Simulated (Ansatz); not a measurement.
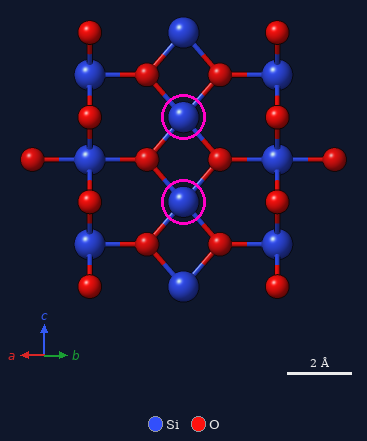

Perfect SiO2. The picture is a ball-and-stick view of the atoms within 5.4 Å of one point, in a slice 3.4 Å thick across the line of sight, seen along [110].

Theory: Ansatz 0.2.0, DFT, PBEsol, PAW, plane waves. Set-up: plane-wave cutoff 420 eV; k-point mesh 1 × 1 × 1; mesh shifted by (0.25, 0.25, 0.25); collinear spin. Fermi-Dirac smearing of 0.01 eV. The axes drawn are those of the host's conventional cell.

Two silicon atoms are replaced by cadmium, the two sites 2.7 Å apart at the ringed places, in charge state 0. The supercell has 72 sites, and the atoms are relaxed at the host's cell.

Q: How do the neighbours respond?

A: One site: in the host the Si atom has 6 O at 1.77 to 1.81 Å; the Cd atom ends with 6 O at 1.99 to 2.04 Å. The other site: in the host the Si atom has 6 O at 1.77 to 1.81 Å; the Cd atom ends with 6 O at 1.99 to 2.04 Å. Of the host's atoms, an oxygen atom moves furthest from its site, by 0.38 Å. The cell's net moment is 2.00 μB.

The relaxed defect, seen from the same direction:

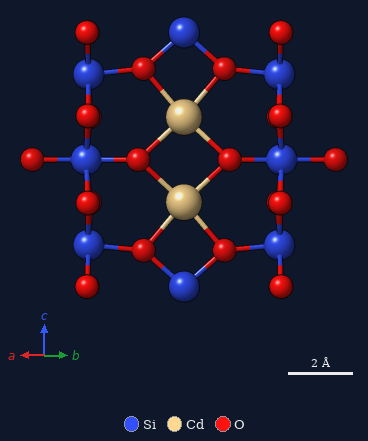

Limits of the set-up: the periodic images lie only 8.0 Å apart, so the values are limited by the cell's size.
